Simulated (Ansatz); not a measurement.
**Changed inputs in constrained RPA: PmF3 (I4/mmm)**

Wanted: the sensitivity and cost of U and J for PmF3 (I4/mmm).

Method: constrained RPA on LDA, plane waves, PAW, in Ansatz 0.2.0.

**1. Starting point**

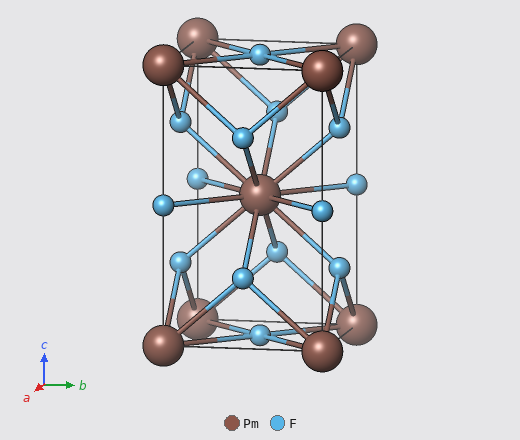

The cell as given, slightly off an axis (promethium brown, fluorine blue). This picture shows the conventional cell, with its axes. Some periodic images of atoms are drawn too.

The cell and positions are those that the Materials Project relaxed with its own functionals (PBE, PBE+U or r2SCAN), kept fixed. Spin-orbit coupling is left out unless a step names it. The default PAW set here is soft_2. Its files were made with PBE.

**2. Base: Pm f, bands v2 to c5, 6×6×6 mesh, medium accuracy**

Constrained RPA screens the interaction with every transition except those inside the target bands, which a later many-body model would treat itself.

File input.yaml:

```yaml
crystal:
  lattice:
    - [-1.85792219, 1.85792219, 3.25155741]
    - [1.85792219, -1.85792219, 3.25155741]
    - [1.85792219, 1.85792219, -3.25155741]
  atoms:
    - { symbol: Pm, position: [0.0, 0.0, 0.0] }
    - { symbol: F, position: [0.75, 0.25, 0.5] }
    - { symbol: F, position: [0.25, 0.75, 0.5] }
    - { symbol: F, position: [0.5, 0.5, 0.0] }
kpoints:
  mp_grid: { grid: [12, 12, 12] }
hamiltonian:
  xc: lda
scf:
  occupations: { method: gaussian, width: 0.08 }
  n_extra_bands: 21
  max_iter: 150
output:
  crpa:
    kmesh: [6, 6, 6]
    target_bands: [v2, c5]
    projections: [{ species: Pm, l: f, shell: 4 }]
  local_orbitals:
    kmesh: [6, 6, 6]
    orbitals: [{ species: Pm, l: f, shell: 4 }]
    window: { bands: [v2, c5] }
    seedname: lo
```

Started as:

```
ansatz run input.yaml --threads 4 --pin off --max-ram 9216MiB --backend cpu --events-out ev --progress --plain --runs-dir out
```

Numbers of over 12 decimals in the logs are rounded to 6 here.

Log:

```text
Pm: projections on atomic orbitals take those of the free atom [Kr 4d10] 4f5 5s2 5p6 5d0 6s2, of charge +0.00 (hamiltonian.pseudopotentials.projection_atoms); the dataset's partial waves leave at most 2.4e-5 of an orbital's norm unspanned inside its sphere
scf.n_extra_bands = 21 over 18 filled bands (N_el = 36.0): the run solves 39 bands
Engine: ansatz 0.2.0, aarch64-unknown-linux-gnu
Pseudopotentials: kind: paw
Pseudopotential: Pm, paw, valence charge 15, recommended cutoff 590 eV (normal), Pm.paw.azcp
Pseudopotential: F, paw, valence charge 7, recommended cutoff 420 eV (normal), F.paw.azcp
Functional definition: SPW92
  exchange = slater_x
  correlation = pw_c
Crystal: 4 atoms, lattice volume = 44.896 Å³
Basis set: ecut = 590 eV, 1477 PW (Γ)
Bands: 39, of which v1, the nominal top of the filled ones, is band 18 counted from 1 (17 counted from 0)
Symmetry: 16 space group operations
Space group: I4/mmm (ITA 139), of the structure as read, at distance tolerance 3.6e-5 Å
k-points: 163 of 1728
Non-local potential: Pm, projectors of the file, l = 0: 3, l = 1: 3, l = 2: 3, l = 3: 4
Non-local potential: F, projectors of the file, l = 0: 2, l = 1: 2, l = 2: 1
PAW form: soft (Blöchl's): semilocal exchange-correlation on the pseudo side does not see the compensation charge
PAW frozen core: Pm, as the file was generated: its core relaxes under this functional
PAW frozen core: F, regenerated for the run's functional, and the local potential with it (the file was generated under x = pbe(κ = 0.804, μ = 0.219515), c = pbe(β = 0.066725))
PAW one-centre angular grid: Pm, 590 points (default); XC on 64 Gauss nodes
PAW one-centre angular grid: F, 110 points (default); XC on 64 Gauss nodes
Initial density: superposition of atomic densities (chi_scale 0.1, normalization cell)
Initial wavefunctions: pseudopotential atomic-orbital guess
Functional: x = slater, c = lda
SCF iter   1: F=—  HF=-9968.905724 eV  |F-HF|=—  |Δ(HF+E_count)|=         —  Δρ=1.81e-1  dr2=6.28e0  ethr=3.10e-3  ⟨swp⟩=5.1  Hψ=23942  notcnv=0  defer=808
preconditioner: auto → Kerker (q_TF=auto, 2.630 Å⁻¹)  [metal: Δε(μ)=0.001 eV  Ē_g=22.110 eV  σ=0.080 eV  W_gap=0.00  n_scr=14 (ndim 8)  ℏωp=32.3 eV  f_vac=0.000  D(μ)=48.59/eV (n_scr^D=2082)]
SCF iter   2: F=—  HF=-9967.549447 eV  |F-HF|=—  |Δ(HF+E_count)|=    1.36e0  Δρ=2.40e-1  dr2=3.73e0  ethr=3.10e-3  ⟨swp⟩=2.0  Hψ=12093  notcnv=0  defer=1680
SCF iter   3: F=—  HF=-9969.748317 eV  |F-HF|=—  |Δ(HF+E_count)|=    2.20e0  Δρ=5.14e-1  dr2=1.54e1  ethr=3.10e-3  ⟨swp⟩=2.0  Hψ=8941  notcnv=0  defer=1688  recentre
SCF iter   4: F=—  HF=-9967.376376 eV  |F-HF|=—  |Δ(HF+E_count)|=    2.37e0  Δρ=2.48e-1  dr2=3.53e0  ethr=3.10e-3  ⟨swp⟩=2.0  Hψ=8991  notcnv=0  defer=1908
[...]
cRPA screening: q 36/216 (q-point 9)
cRPA screening: q 52/216 (q-point 13)
cRPA screening: q 60/216 (q-point 14)
cRPA screening: q 76/216 (q-point 15)
[...]
cRPA screening: q 200/216 (q-point 94)
cRPA screening: q 208/216 (q-point 99)
cRPA screening: q 212/216 (q-point 100)
cRPA screening: q 216/216 (q-point 130)
SCF converged after 19 iterations
Free energy (F): -9967.126250 eV
Harris-Foulkes:  -9967.126250 eV  (|F-HF|=2.84e-8)
Internal energy: -9966.956593 eV  (E = F + TS)
E sigma→0 (E₀):  -9967.041422 eV
Entropy (-TS):   -0.169656 eV (-42.414 meV/atom)
Fermi energy:    11.461044 eV
--- Per-component energies (eV) ---
  E_band       = 8.700018
  E_kinetic    = 954.667322
  E_local      = -2358.254062  (includes V_loc(G=0)·N_el)
  E_nonlocal   = 729.328157
  E_hartree    = 795.575472
  E_xc         = -788.567600
  E_vxc        = -504.032484  (∫ρ·V_xc dr)
  E_paw        = -6065.878567  (= ΣΔE_a, less E_core_relax)
  E_vpaw       = -404.160420  (= ΣTr[D̂ρ^β], less what the cores' own moments, if any, meet on the grid)
  E_core_relax = -0.024442  (the energy of the cores' relaxation)
  E_aug_tail   = -0.000243  (compensation charges beyond the density's cutoff)
  E_ewald      = -3234.142386
  E_core_change = 0.339755  (= ΣΔE_core)
  E_smearing   = -0.169656  (= −TS)
  E_closure    = 0.000000  (closes the sum)
  Σ components = -9967.126250   (vs F -9967.126250, Δ=0.00e0)
--- Band table (eV; the first three rows and the last of 163) ---
  k-point 0: bands = [... 14 lower, 8.5592, 8.9518, 11.4628, 11.4637, 11.5372, 11.5372, 11.6228, 11.6834, ... 17 higher]
  k-point 1: bands = [... 14 lower, 8.5481, 8.9178, 11.4638, 11.4680, 11.5214, 11.5262, 11.6126, 11.6356, ... 17 higher]
  k-point 2: bands = [... 14 lower, 8.5153, 8.8397, 11.4687, 11.4818, 11.4839, 11.4992, 11.5535, 11.5851, ... 17 higher]
  k-point 162: bands = [... 14 lower, 8.0355, 8.0751, 11.3942, 11.4560, 11.5944, 11.5944, 11.6944, 11.6944, ... 17 higher]
--- cRPA (band scheme, projected local orbitals): target bands 17..23 (1-based), 7 Wannier function(s), 6×6×6 mesh, 46 bands' worth read of 51 solved, ecut_chi 136.0 eV, v(q+G=0) probe_charge, pair densities all_electron ---
  bands read: the sum over 46 bands ends inside a degenerate multiplet in 3 slots, whose members it reads at an even weight; the widest, k=0: bands 46 to 47 (counted from 1) at 1/2 each
  χ-basis size per q: N_G = 148..176
  window electrons = 4.0000, filled by tetrahedron_uncorrected; constrained ε̄⁻¹(q = 0, 0) head = 0.271414; min gauge Gram eig = 0.9078
  Kanamori averages over each shell's own Wannier functions (sites counted from 0, functions from 1):
    Site 0, 4F, 7 of 7 f orbitals (Wannier functions 1, 2, 3, 4, 5, 6, 7; wannier90's mr 1, 2, 3, 4, 5, 6, 7):
      screened: U = 7.8742 eV, U' = 6.5973 eV, J = 0.5976 eV
      screened f-shell averages: U_bar = F0 = 6.7797 eV, J_bar = 0.7801 eV
      screened, to within: U = 1.6e-2 eV, U' = 1.6e-2 eV, J = 1.0e-3 eV
      screened f-shell averages, to within: U_bar = 1.4e-2 eV, J_bar = 1.4e-3 eV
      bare: V = 27.2691 eV, V' = 25.6671 eV, J = 0.7416 eV
      bare f-shell averages: V_bar = F0 = 25.8960 eV, J_bar = 0.9704 eV
  Hermiticity witness max|P − P†| over intra, direct and exchange elements: 2.84e-14 eV (screened), 3.90e-25 eV (bare)
  Reality witness max|Im| over intra, direct and exchange elements: 1.26e-19 eV (screened), 3.16e-19 eV (bare)
```

The job ended after 24 min (4 threads of Arm Neoverse V2, shared host; peak memory 1.1 GiB; 1.5 h of CPU time).

Numbers from this step:

```
U                                                 : 7.874 eV
U prime (inter-orbital)                           : 6.597 eV
J                                                 : 0.5976 eV
bare V                                            : 27.27 eV
bare J                                            : 0.7416 eV
stated bound on U                                 : 0.01528 eV
U over bare V                                     : 0.2888
electrons in the window                           : 4.000
head of the constrained inverse dielectric matrix : 0.2714
least eigenvalue of the projection's overlap      : 0.9078
target functions                                  : 7
bands in the sums                                 : 46
r.m.s. miss of the model bands                    : 1.87e-4 eV
width of the target bands                         : 0.3969 eV
weight of the projected orbitals in the window    : 0.9641
```

On the Pm f shell, screening brings the on-site interaction from 27.3 eV down to U = 7.87 eV.

**3. Changed: 4×4×4 mesh**

input.yaml: that of step 2 with these lines changed.

```diff
@@ -20,9 +20,4 @@
   crpa:
-    kmesh: [6, 6, 6]
+    kmesh: [4, 4, 4]
     target_bands: [v2, c5]
     projections: [{ species: Pm, l: f, shell: 4 }]
-  local_orbitals:
-    kmesh: [6, 6, 6]
-    orbitals: [{ species: Pm, l: f, shell: 4 }]
-    window: { bands: [v2, c5] }
-    seedname: lo
```

Log:

```text
[...]
Crystal: 4 atoms, lattice volume = 44.896 Å³
Basis set: ecut = 590 eV, 1477 PW (Γ)
Bands: 39, of which v1, the nominal top of the filled ones, is band 18 counted from 1 (17 counted from 0)
Symmetry: 16 space group operations
[...]
k-points: 163 of 1728
[...]
SCF iter   1: F=—  HF=-9968.905724 eV  |F-HF|=—  |Δ(HF+E_count)|=         —  Δρ=1.81e-1  dr2=6.28e0  ethr=3.10e-3  ⟨swp⟩=5.1  Hψ=23942  notcnv=0  defer=808
[...]
SCF iter  19: F=-9967.126250 eV  HF=-9967.126250 eV  |F-HF|=2.84e-8  |Δ(HF+E_count)|=   1.19e-8  Δρ=2.83e-5  dr2=3.77e-8  ethr=2.78e-10  ⟨swp⟩=7.2  Hψ=29465  notcnv=0
SCF 1 converged in 19 iterations: F = -9967.126250 eV  dr2 = 3.77e-8
[...]
NSCF: frozen V_eff on 13 k-points
[...]
cRPA screening: q 1/64
cRPA screening: q 2/64
cRPA screening: q 6/64 (q-point 3)
cRPA screening: q 8/64 (q-point 5)
cRPA screening: q 16/64 (q-point 6)
[...]
Entropy (-TS):   -0.169656 eV (-42.414 meV/atom)
Fermi energy:    11.461044 eV
[...]
--- Band table (eV; the first three rows and the last of 163) ---
  k-point 0: bands = [... 14 lower, 8.5592, 8.9518, 11.4628, 11.4637, 11.5372, 11.5372, 11.6228, 11.6834, ... 17 higher]
  k-point 1: bands = [... 14 lower, 8.5481, 8.9178, 11.4638, 11.4680, 11.5214, 11.5262, 11.6126, 11.6356, ... 17 higher]
  k-point 2: bands = [... 14 lower, 8.5153, 8.8397, 11.4687, 11.4818, 11.4839, 11.4992, 11.5535, 11.5851, ... 17 higher]
  k-point 162: bands = [... 14 lower, 8.0355, 8.0751, 11.3942, 11.4560, 11.5944, 11.5944, 11.6944, 11.6944, ... 17 higher]
[...]
χ-basis size per q: N_G = 148..170
[...]
screened: U = 7.8652 eV, U' = 6.5881 eV, J = 0.5977 eV
      screened f-shell averages: U_bar = F0 = 6.7705 eV, J_bar = 0.7801 eV
      screened, to within: U = 1.5e-2 eV, U' = 1.5e-2 eV, J = 1.1e-3 eV
      screened f-shell averages, to within: U_bar = 1.4e-2 eV, J_bar = 1.4e-3 eV
      bare: V = 27.2768 eV, V' = 25.6748 eV, J = 0.7416 eV
      bare f-shell averages: V_bar = F0 = 25.9036 eV, J_bar = 0.9705 eV
[...]
[key lines of the parts left out:]
SCF converged after 19 iterations
Free energy (F): -9967.126250 eV
```

Run time: 3.2 min. Hardware: 4 threads; peak memory 0.85 GiB; 12 min of CPU time.

This step gave:

```
U                                                 : 7.865 eV
U prime (inter-orbital)                           : 6.588 eV
J                                                 : 0.5977 eV
bare V                                            : 27.28 eV
bare J                                            : 0.7416 eV
stated bound on U                                 : 0.01491 eV
U over bare V                                     : 0.2883
electrons in the window                           : 4.000
head of the constrained inverse dielectric matrix : 0.2697
least eigenvalue of the projection's overlap      : 0.9078
target functions                                  : 7
bands in the sums                                 : 46
width of the target bands                         : 0.3969 eV
weight of the projected orbitals in the window    : 0.9641
```

On the Pm f shell, screening brings the on-site interaction from 27.3 eV down to U = 7.87 eV.

**4. Changed: more bands than orbitals**

input.yaml: that of step 3 with these lines changed.

```diff
@@ -20,4 +20,4 @@
   crpa:
-    kmesh: [4, 4, 4]
-    target_bands: [v2, c5]
+    kmesh: [6, 6, 6]
+    target_bands: [v2, c6]
     projections: [{ species: Pm, l: f, shell: 4 }]
```

Log:

```text
Error: invalid value for `output.crpa.projections`: 7 orbital(s) selected but the target window spans 8 band(s); name one orbital per band of it
```

It took 0.11 s on 4 threads; peak memory 0.084 GiB.

The program refused the input before any cycle.

The program's message: “Error: invalid value for `output.crpa.projections`: 7 orbital(s) selected but the target window spans 8 band(s); name one orbital per band of it”

The fault put into this input: more bands than orbitals.

**5. Side by side**

Times are wall times on 4 threads of Arm Neoverse V2, shared host, good to a factor of about two.

```tsv
run	bare V (eV)	U (eV)	J (eV)	bound on U (eV)	width (eV)	time
target window	27.27	7.874	0.598	0.0153	0.40	24 min
4×4×4 mesh	27.28	7.865	0.598	0.0149	0.40	3.2 min
```

**6. Summary of results**

| Item | Value |
| --- | --- |
| target window | U 7.87 eV, J 0.60 eV |
| 4×4×4 mesh | U 7.87 eV, J 0.60 eV |

**Reading.** 4×4×4 mesh moves U by −0.01 eV (within the solver's bounds, for the mean over orbitals) at 0.14 times the time. The printed bound covers the solver alone, not the mesh, and no denser mesh than the base was run. The parent state is non-magnetic and the interaction static (zero frequency); U depends on the window and the orbitals, so it belongs to this model alone.

[Paths, hosts, dates, memory and timing lines, banners, echoed tables and standing remarks are left out of the program output.]

[Logs are printed without paths, hosts, clocks, repeated set-up lines and the standing remarks that a program may print on its own settings, such as how far it seeks lower states.]

[Runs of the session that timed out or met a known fault of the program may be left out.]

[Hosts, paths, dates, database ids (printed as entryN), source tags and the programs' standing remarks are cut or masked in the printed files.]
